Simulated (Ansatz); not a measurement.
BNH$_{6}$O: several calculations on one system

Part 1: Relaxation

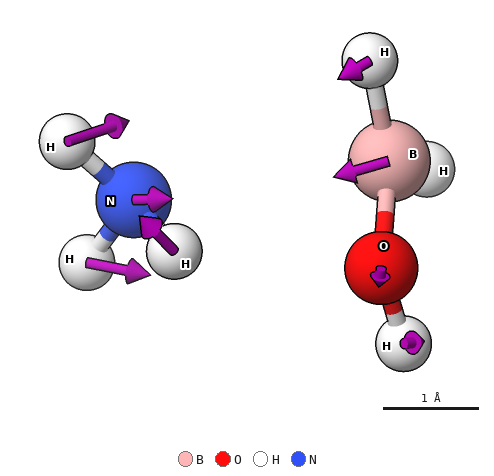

A relaxation of BNH₆O. The starting structure is drawn; purple arrows show the displacements, at their true length. The two geometries are superimposed by the best rigid fit.

A ball-and-stick model, seen face on.

The run prepares an end point of a later path (reaction) calculation, from a guessed geometry.

Method: RKS PBE0/def2-SVP (Ansatz 0.2.0). (no spin polarisation; force threshold 0.03 eV/Å; at most 50 steps)

Describe the change and its energy.

Answer. The atom that moves furthest after the best rigid fit is an H atom (0.91 Å). Largest moves by element: H 0.91 Å, B 0.63 Å, N 0.48 Å, O 0.25 Å. Near-neighbour distances that change, for instance: B–N 2.742 → 1.686 Å, B–O 1.383 → 1.427 Å, B–H 1.207 → 1.231 Å, H–N 1.037 → 1.021 Å. New bonds form, among them: B–N (2.74 → 1.69 Å). Among the angles between lasting bonds that change: H–B–H 123.1° → 113.9°, O–B–H 120.3° → 116.8°. The energy falls by 56.5 kJ/mol in 12 accepted moves (13 points after the start). The largest force component goes from 0.9 to 0.011 eV/Å. The line search rejected the trial step at point 9 of the run.

Limits of the set-up: the start holds two separate molecules, 2.2 Å apart at their closest, whose relative position is a soft coordinate and is computed without a dispersion correction.

Part 2: Relaxation

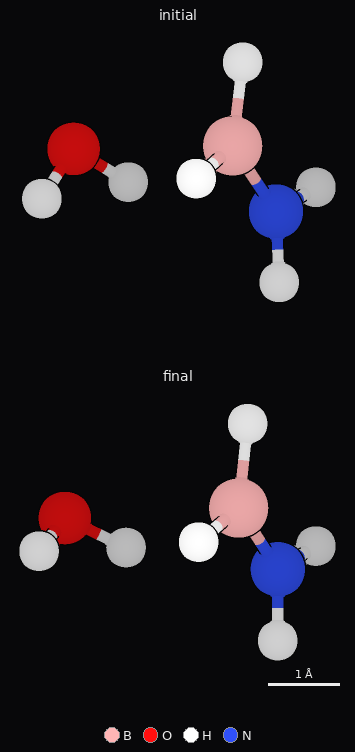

The structure of BNH$_{6}$O before (top) and after (bottom) a relaxation, at one scale.

A ball-and-stick model, seen from a free direction.

The run prepares an end point of a later path (reaction) calculation, from a guessed geometry.

The calculation used RKS PBE0/def2-SVP in Ansatz 0.2.0. Settings: no spin polarisation; force threshold 0.03 eV/Å; at most 50 steps.

What changed between the two?

Answer. After 6 accepted moves (8 points after the start) the energy has fallen by 11.7 kJ/mol. Largest force component: 2.2 eV/Å at the start, 0.016 eV/Å at the end. The line search rejected the trial steps at points 3, 7 of the run. The largest move after the best rigid fit is that of the O atom, 0.27 Å. Largest moves by element: O 0.27 Å, H 0.14 Å, B 0.09 Å, N 0.06 Å. Some distances before and after: B–N 1.473 → 1.396 Å, H–O 0.984 → 0.965 Å. Cost: 11 s on 2 threads of Arm Neoverse V2, on a shared host, peak memory 0.14 GiB.

Limits of the set-up: the start holds two separate molecules, 2.3 Å apart at their closest, whose relative position is a soft coordinate and is computed without a dispersion correction.

Part 3: Path

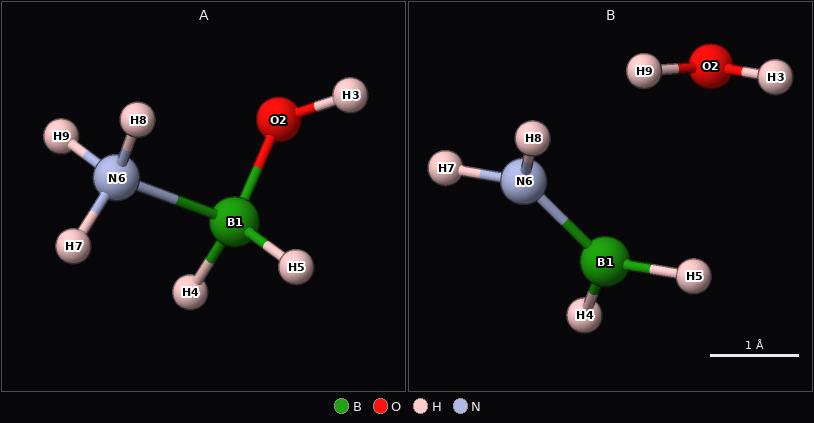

The two relaxed end points of a path for BNH6O. Style: ball-and-stick. Shown at a tilt.

These are results of Ansatz 0.2.0, RKS PBE0/def2-SVP, not measurements.

Run with 5 movable images; climbing image; force threshold 0.03 eV/Å; iteration limit 60.

Start:
```xyz
9

B     0.0517    0.1526    0.3824
O    -0.5148   -0.4940    1.5210
H    -1.4155   -0.7688    1.3447
H     1.2379   -0.1153    0.1892
H    -0.6313    0.1683   -0.6457
N     0.1554    1.7826    0.7994
H     0.6335    2.3250    0.0794
H    -0.7643    2.1945    0.9635
H     0.6870    1.8586    1.6680
```

End:
```xyz
9

B     0.2642    0.6359   -0.2714
O    -0.3959   -0.3838    2.3759
H    -1.2228   -0.6686    1.9727
H     1.3330    0.0816   -0.3159
H    -0.7384    0.1385   -0.7296
N     0.1775    1.9099    0.2937
H     0.9835    2.4131    0.6443
H    -0.6716    2.4614    0.2915
H    -0.2898    0.5154    2.0407
```

### What barrier does the band find between them, and by what path?

The energy climbs by 21.0 kcal/mol to image 4 and then falls by 7.4 kcal/mol, so the end point sits at +13.6 kcal/mol. Breaking: B1–O2 (1.43 → 1.61 at the top → 2.91 Å), N6–H9 (1.02 → 1.37 at the top → 2.28 Å). Forming: O2–H9 (2.65 → 1.16 at the top → 0.97 Å). The band is converged.

Energies of the converged images:

```json
{"image": "0", "path (Å)": "0.00", "E (kcal/mol)": "0.0"}
{"image": "1", "path (Å)": "0.56", "E (kcal/mol)": "0.4"}
{"image": "2", "path (Å)": "1.12", "E (kcal/mol)": "1.2"}
{"image": "3", "path (Å)": "1.68", "E (kcal/mol)": "5.4"}
{"image": "4", "path (Å)": "2.24", "E (kcal/mol)": "21.0"}
{"image": "5", "path (Å)": "2.91", "E (kcal/mol)": "15.9"}
{"image": "6", "path (Å)": "3.58", "E (kcal/mol)": "13.6"}
```

The geometry at the top of the path:

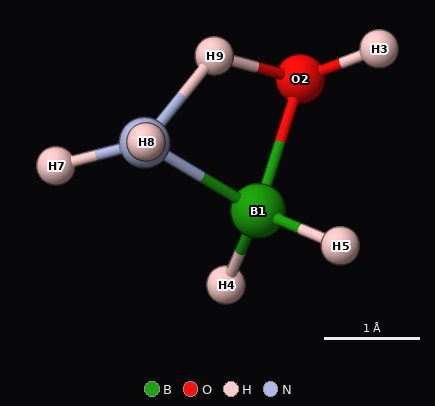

Cost: 89 s on 2 threads of Arm Neoverse V2, on a shared host, peak memory 0.13 GiB.
